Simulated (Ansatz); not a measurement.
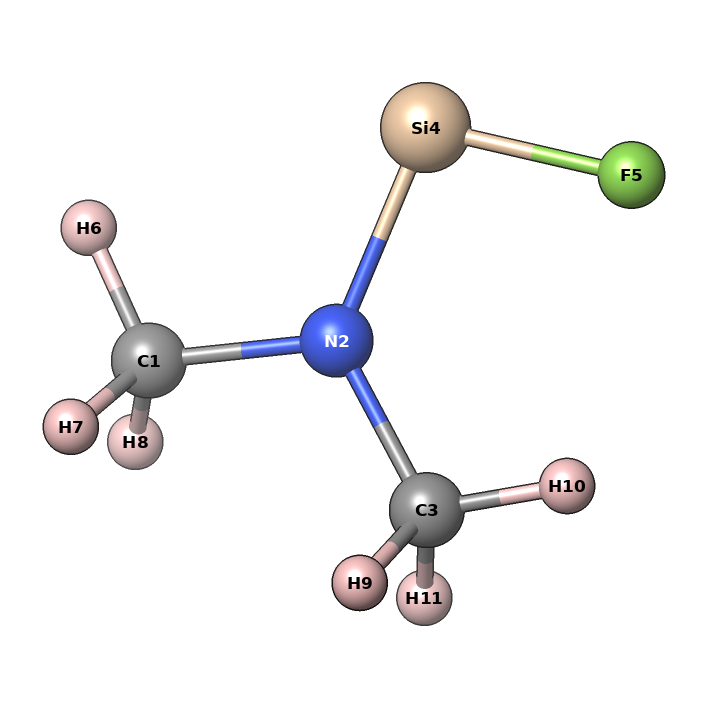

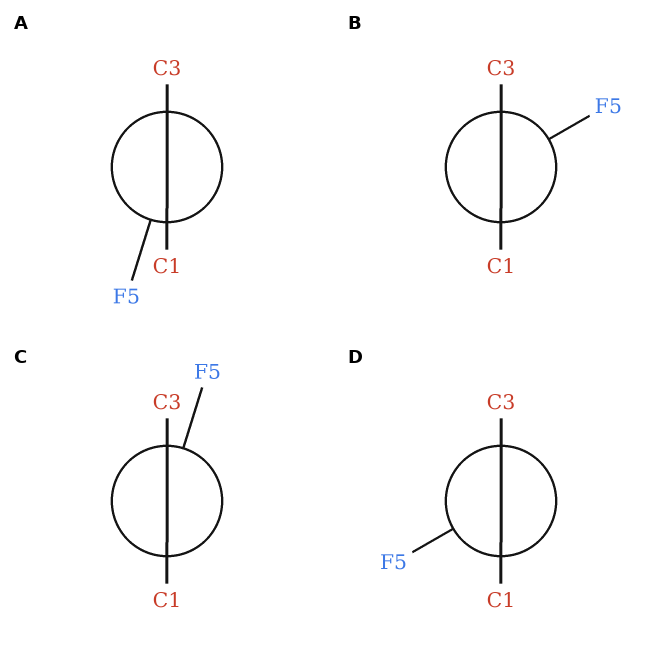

Atoms fade into the background with distance from the viewer. Bonds that would overlap in a projection are set slightly apart. Computed geometry: PBE0-D4/def2-TZVP optimisation.

Q: Which Newman projection shows the view along N2–Si4, with N2 in front?

A: C. The torsion angle C1–N2–Si4–F5 is 180°, antiperiplanar (anti).
